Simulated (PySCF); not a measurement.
# CeH3(H2O): other functionals and bases at one geometry

How far do other levels of theory move the description of CeH3(H2O), and what does each cost? The structure is generated, not taken from experiment.

Method: several levels, as the steps say, no spin–orbit coupling; program: PySCF 2.14.0.

1 further run of the same task is left out (for a known fault of the program).

### 1 Starting geometry

7 atoms, charge 0, spin multiplicity 1.

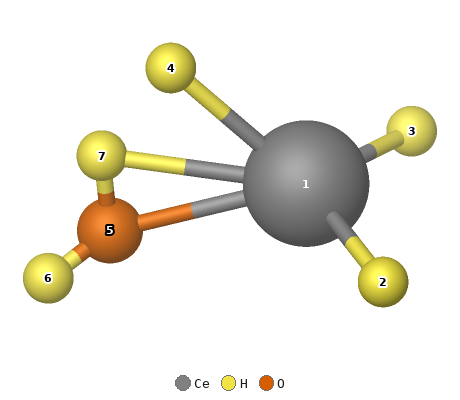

The structure; cerium grey, hydrogen yellow, oxygen orange; atoms are numbered from 1 in the order of the file.

Coordinates:

```xyz
7
charge 0, multiplicity 1
Ce    0.0004    0.1254    0.2681
H     1.3999    1.2768    1.3591
H    -0.9578   -1.4278    1.3303
H     0.4130   -0.2186   -1.8624
O    -1.3612    1.3093   -1.4098
H    -1.4564    2.1716   -1.8306
H    -0.7210    0.7550   -1.9834
```

Formal oxidation states: Ce +3. Each metal's 1 4f electrons lie in its core potential, so multiplicities, spins and levels count the valence alone. An earlier session relaxed this geometry at PBE0, Ce lcecp-1-SVP with ECP47, H def2-SVP, O def2-SVP (singlet, point group C1).

At PBE0 on the finer grid: E = -110.255623 Eh, HOMO -6.43 eV, LUMO -1.37 eV, Mulliken charge on Ce1 +0.79 e, largest force component 0.014 eV/Å. 

Levels to run: BLYP; r2SCAN; PBE0, TZVP. Hardware: 2 threads of Arm Neoverse V2, shared host.

### 2 BLYP

Input file run.py (the lines that set the calculation):

```python
mol = gto.M(atom='''
Ce     0.00045     0.12537     0.26805
H      1.39989     1.27684     1.35906
H     -0.95779    -1.42780     1.33035
H      0.41296    -0.21860    -1.86241
O     -1.36122     1.30933    -1.40983
H     -1.45636     2.17157    -1.83056
H     -0.72105     0.75495    -1.98337''',
    basis={'Ce': 'lcecp-1-SVP', 'H': 'def2-SVP', 'O': 'def2-SVP'},
    ecp={'Ce': 'lcecp-1-SVP'},
    charge=0, spin=0)
mf = dft.RKS(mol, xc='BLYP')
mf.grids.atom_grid = (75, 302)  # f atoms: unpruned, at least (60, 302)
mf = mf.density_fit()  # fitting sets: Ce AutoAux, H def2-universal-JKFIT, O def2-universal-JKFIT
mf.conv_tol = 1e-08; mf.max_cycle = 55
mf.kernel(dm0)  # dm0: the density of the relaxed state
```

Started as:

```
$ OMP_NUM_THREADS=2 python run.py
```

Standard output:

```text
init E= -110.287022333991
  HOMO = -0.189470527522881  LUMO = -0.0788602847421023  gap/eV = 3.00986
cycle= 1 E= -110.290168279869  delta_E= -0.00315  |g|= 0.0119  |ddm|= 0.29
  HOMO = -0.187944666436289  LUMO = -0.0773891694420974  gap/eV = 3.00837
cycle= 2 E= -110.29017668688  delta_E= -8.41e-06  |g|= 0.0101  |ddm|= 0.041
  HOMO = -0.189259200108602  LUMO = -0.0790213860233689  gap/eV = 2.99972
cycle= 3 E= -110.290209274009  delta_E= -3.26e-05  |g|= 0.00329  |ddm|= 0.0223
  HOMO = -0.189359170714047  LUMO = -0.0789317011895922  gap/eV = 3.00488
cycle= 4 E= -110.290211786184  delta_E= -2.51e-06  |g|= 0.00131  |ddm|= 0.0041
  HOMO = -0.189248669290904  LUMO = -0.0787996367359279  gap/eV = 3.00547
cycle= 5 E= -110.290212276468  delta_E= -4.9e-07  |g|= 0.000217  |ddm|= 0.00213
  HOMO = -0.189224274978987  LUMO = -0.0788031218787936  gap/eV = 3.00471
cycle= 6 E= -110.290212292198  delta_E= -1.57e-08  |g|= 4e-05  |ddm|= 0.000389
  HOMO = -0.189229075785491  LUMO = -0.0788018214796335  gap/eV = 3.00488
cycle= 7 E= -110.290212292783  delta_E= -5.85e-10  |g|= 1.12e-05  |ddm|= 7.77e-05
  HOMO = -0.189228920305587  LUMO = -0.0788034082008102  gap/eV = 3.00483
Extra cycle  E= -110.290212292759  delta_E= 2.42e-11  |g|= 1.35e-05  |ddm|= 3.93e-05
converged SCF energy = -110.290212292759
```

Run time: 3.1 s. Hardware: 2 threads of Arm Neoverse V2, shared host.

Read off: E = -110.290212 Eh, HOMO -5.15 eV, LUMO -2.14 eV, Mulliken charge on Ce1 +0.60 e, largest force component 0.580 eV/Å. 

### 3 r2SCAN

Edit run.py (the lines that set the calculation) of step 2 so:

```diff
@@ -11,3 +11,3 @@
     charge=0, spin=0)
-mf = dft.RKS(mol, xc='BLYP')
+mf = dft.RKS(mol, xc='R2SCAN')
 mf.grids.atom_grid = (75, 302)  # f atoms: unpruned, at least (60, 302)
```

Started as:

```
$ OMP_NUM_THREADS=2 python run.py
```

Standard output:

```text
init E= -110.317204149545
  HOMO = -0.204260827360279  LUMO = -0.0664418378337016  gap/eV = 3.75025
cycle= 1 E= -110.317913161412  delta_E= -0.000709  |g|= 0.0079  |ddm|= 0.0889
  HOMO = -0.201697295692432  LUMO = -0.063610277640159  gap/eV = 3.75754
cycle= 2 E= -110.317913392178  delta_E= -2.31e-07  |g|= 0.00844  |ddm|= 0.0292
  HOMO = -0.202259201631898  LUMO = -0.0647421632537248  gap/eV = 3.74203
cycle= 3 E= -110.317933016731  delta_E= -1.96e-05  |g|= 0.00215  |ddm|= 0.0132
  HOMO = -0.202504155443835  LUMO = -0.064893646230332  gap/eV = 3.74457
cycle= 4 E= -110.317933960604  delta_E= -9.44e-07  |g|= 0.000535  |ddm|= 0.00229
  HOMO = -0.202529318599532  LUMO = -0.0648403478786863  gap/eV = 3.74671
cycle= 5 E= -110.317934065711  delta_E= -1.05e-07  |g|= 6.48e-05  |ddm|= 0.00102
  HOMO = -0.202510839037342  LUMO = -0.0648385834544287  gap/eV = 3.74625
cycle= 6 E= -110.317934067562  delta_E= -1.85e-09  |g|= 2.06e-05  |ddm|= 0.000153
  HOMO = -0.202515446350713  LUMO = -0.0648391935489552  gap/eV = 3.74636
Extra cycle  E= -110.317934067572  delta_E= -9.83e-12  |g|= 1.95e-05  |ddm|= 6.05e-05
converged SCF energy = -110.317934067572
```

Run time: 4.2 s. Hardware: 2 threads of Arm Neoverse V2, shared host.

Read off: E = -110.317934 Eh, HOMO -5.51 eV, LUMO -1.76 eV, Mulliken charge on Ce1 +0.80 e, largest force component 0.206 eV/Å. 

### 4 PBE0, TZVP

Basis: Ce lcecp-1-TZVP with ECP47, H def2-TZVP, O def2-TZVP. 

Input file run.py (the lines that set the calculation):

```python
mol = gto.M(atom='''
Ce     0.00045     0.12537     0.26805
H      1.39989     1.27684     1.35906
H     -0.95779    -1.42780     1.33035
H      0.41296    -0.21860    -1.86241
O     -1.36122     1.30933    -1.40983
H     -1.45636     2.17157    -1.83056
H     -0.72105     0.75495    -1.98337''',
    basis={'Ce': 'lcecp-1-TZVP', 'H': 'def2-TZVP', 'O': 'def2-TZVP'},
    ecp={'Ce': 'lcecp-1-TZVP'},
    charge=0, spin=0)
mf = dft.RKS(mol, xc='PBE0')
mf.grids.atom_grid = (75, 302)  # f atoms: unpruned, at least (60, 302)
mf = mf.density_fit()  # fitting sets: Ce AutoAux, H def2-universal-JKFIT, O def2-universal-JKFIT
mf.conv_tol = 1e-08; mf.max_cycle = 55
mf.kernel(dm0)  # dm0: free metal ions and neutral atoms
```

Started as:

```
$ OMP_NUM_THREADS=2 python run.py
```

Standard output:

```text
init E= -113.014000041492
  HOMO = -0.124481260261082  LUMO = -0.087051640689496  gap/eV = 1.01851
cycle= 1 E= -109.296061562472  delta_E= 3.72  |g|= 2.14  |ddm|= 2.09
  HOMO = -0.155855365697602  LUMO = -0.130822961752897  gap/eV = 0.68117
cycle= 2 E= -103.57645641618  delta_E= 5.72  |g|=  4.3  |ddm|= 5.17
  HOMO = -0.214701294553478  LUMO = -0.0819701854576169  gap/eV = 3.61180
cycle= 3 E= -110.241549262164  delta_E= -6.67  |g|= 0.658  |ddm|= 4.98
  HOMO = -0.176202236502851  LUMO = -0.0459791081220405  gap/eV = 3.54355
cycle= 4 E= -110.32009542828  delta_E= -0.0785  |g|= 0.316  |ddm|= 0.954
  HOMO = -0.231456977134195  LUMO = -0.049366470289871  gap/eV = 4.95494
cycle= 5 E= -110.351093291714  delta_E= -0.031  |g|= 0.0485  |ddm|= 0.383
  HOMO = -0.238414606171219  LUMO = -0.0529237675859778  gap/eV = 5.04746
cycle= 6 E= -110.351741779668  delta_E= -0.000648  |g|= 0.0137  |ddm|= 0.0779
  HOMO = -0.237703168253528  LUMO = -0.0506945390231151  gap/eV = 5.08876
cycle= 7 E= -110.351791275155  delta_E= -4.95e-05  |g|= 0.00335  |ddm|= 0.024
  HOMO = -0.23750007501678  LUMO = -0.0512433449585085  gap/eV = 5.06830
cycle= 8 E= -110.351795216946  delta_E= -3.94e-06  |g|= 0.000743  |ddm|= 0.00736
  HOMO = -0.237480322075249  LUMO = -0.0511175219683613  gap/eV = 5.07119
cycle= 9 E= -110.351795429353  delta_E= -2.12e-07  |g|= 0.000123  |ddm|= 0.00165
  HOMO = -0.237485169584423  LUMO = -0.0511302432061773  gap/eV = 5.07098
cycle= 10 E= -110.351795435782  delta_E= -6.43e-09  |g|= 3.87e-05  |ddm|= 0.000207
  HOMO = -0.237481862083619  LUMO = -0.051130786718452  gap/eV = 5.07087
Extra cycle  E= -110.351795436065  delta_E= -2.83e-10  |g|= 3.24e-05  |ddm|= 8.52e-05
converged SCF energy = -110.351795436065
```

Run time: 6.8 s. Hardware: 2 threads of Arm Neoverse V2, shared host.

Read off: E = -110.351795 Eh, HOMO -6.46 eV, LUMO -1.39 eV, Mulliken charge on Ce1 +0.98 e, largest force component 0.230 eV/Å. 

### 5 Results

| level | state | HOMO (eV) | gap (eV) | charge on Ce1 (e) | dipole (D) | largest force (eV/Å) | basis functions | time |
| --- | --- | --- | --- | --- | --- | --- | --- | --- |
| PBE0 (relaxed here) | singlet | -6.43 | 5.06 | 0.79 | 3.85 | 0.01 | 72 | 7.3 s |
| BLYP | singlet | -5.15 | 3.00 | 0.60 | 3.85 | 0.58 | 72 | 3.1 s |
| r2SCAN | singlet | -5.51 | 3.75 | 0.80 | 3.81 | 0.21 | 72 | 4.2 s |
| PBE0, TZVP | singlet | -6.46 | 5.07 | 0.98 | 3.71 | 0.23 | 108 | 6.8 s |

Times are on 2 threads of Arm Neoverse V2, shared host; the first row also made further properties.

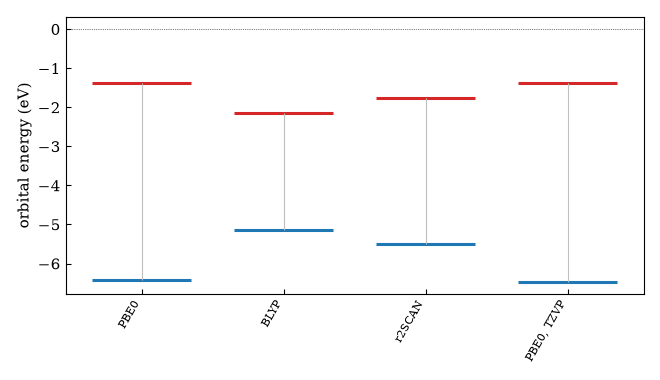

Highest filled and lowest empty level, method by method.

In one basis the HOMO–LUMO gap runs from 3.00 eV (BLYP) to 5.06 eV (PBE0). The largest leftover force, 0.58 eV/Å with BLYP, stands at a geometry relaxed at another level. The Mulliken charge on Ce spans +0.60 to +0.98 e over the levels. With 4f in the core, its levels are missing from HOMO and gap. Total energies of different levels can't be compared. Spin–orbit coupling is left out throughout.
